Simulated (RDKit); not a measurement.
**Geometry relaxation of SiH$_{2}$SBrF**

The run: geometry relaxation of SiH$_{2}$SBrF, SMILES F[SiH](S)Br. Method and program: UFF (RDKit 2026.09.1).

The geometry comes from this level: GFN2-xTB.

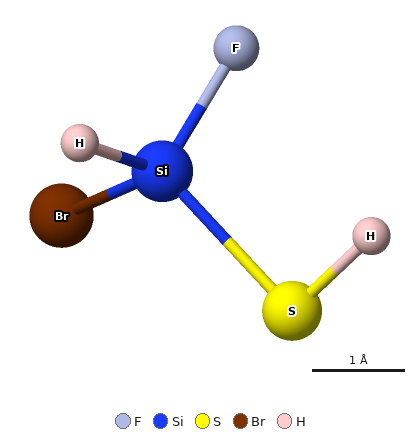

Figure 1. The structure as given in the input (ball-and-stick view, seen at a tilt). Bond lengths as drawn: Br–Si 2.19 Å, F–Si 1.60 Å, H–S 1.33 Å, H–Si 1.44 Å and S–Si 2.13 Å.

### Input file (run.py)
```python
import json
import numpy as np
from rdkit import Chem
from rdkit.Chem import AllChem
from rdkit.Chem import rdDetermineBonds

m = Chem.MolFromXYZFile("mol.xyz")
rdDetermineBonds.DetermineBonds(m, charge=0)
print("perceived SMILES:", Chem.MolToSmiles(Chem.RemoveHs(m)))
symbols = [a.GetSymbol() for a in m.GetAtoms()]
start = m.GetConformer().GetPositions().copy()

ff = AllChem.UFFGetMoleculeForceField(m)
e0 = ff.CalcEnergy()
print(f"start   E = {e0:.5f} kcal/mol")
path, flag, n = [], 1, 0
while flag and n < 2000:
    flag = ff.Minimize(maxIts=20, forceTol=0.0001)
    n += 20
    path.append((n, ff.CalcEnergy(), m.GetConformer().GetPositions().tolist()))
    print(f"{n:5d}   E = {path[-1][1]:.5f} kcal/mol")
print("converged" if flag == 0 else "iteration limit reached")
final = m.GetConformer().GetPositions()
for a, p in zip(symbols, final):
    print(f"{a:<2} {p[0]:11.5f} {p[1]:11.5f} {p[2]:11.5f}")
print(f"energy gained {e0 - path[-1][1]:.4f} kcal/mol")
json.dump(dict(symbols=symbols, start=start.tolist(), start_energy=e0, energy=path[-1][1], final=final.tolist(), path=path, success=flag == 0), open("results.json", "w"))
```

### File mol.xyz
```
6

F     -0.007870    -1.443580    -0.729020
Si    -0.140780     0.122170    -0.421230
S      0.385850     0.427160     1.623000
Br    -2.234890     0.655850    -0.755480
H      0.713370     0.787680    -1.369970
H      1.284320    -0.549280     1.652690
```

Launched with:
```bash
python run.py
```

### The program's output
```
perceived SMILES: F[Si@H](S)Br
start   E = 5.41367 kcal/mol
   20   E = -0.12312 kcal/mol
   40   E = -0.12350 kcal/mol
converged
F     -0.21468    -1.63412    -0.71904
Si    -0.19158     0.02131    -0.39905
S      0.27441     0.34334     1.67125
Br    -2.21472     0.90468    -0.86018
H      0.82894     0.66838    -1.23700
H      1.51763    -0.30360     1.54401
energy gained 5.5372 kcal/mol
```

### Trajectory as extended XYZ (Å, eV, eV/Å), 2 frames, from step=20 to step=40
```
6
Properties=species:S:1:pos:R:3 step=20 energy=-0.00534
F    -0.2120   -1.6334   -0.7171
Si   -0.1909    0.0228   -0.3995
S     0.2766    0.3483    1.6698
Br   -2.2161    0.9029   -0.8597
H     0.8280    0.6705   -1.2392
H     1.5144   -0.3110    1.5457
6
Properties=species:S:1:pos:R:3 step=40 energy=-0.00536
F    -0.2147   -1.6341   -0.7190
Si   -0.1916    0.0213   -0.3991
S     0.2744    0.3433    1.6712
Br   -2.2147    0.9047   -0.8602
H     0.8289    0.6684   -1.2370
H     1.5176   -0.3036    1.5440
```

### Results in brief

| quantity | value |
| --- | --- |
| outcome | converged |
| total energy | −0.000197 hartree |
| hardware | 1 thread of Arm Neoverse V2, 256 GiB of memory available, shared host |
| peak memory | 0.073 GiB |
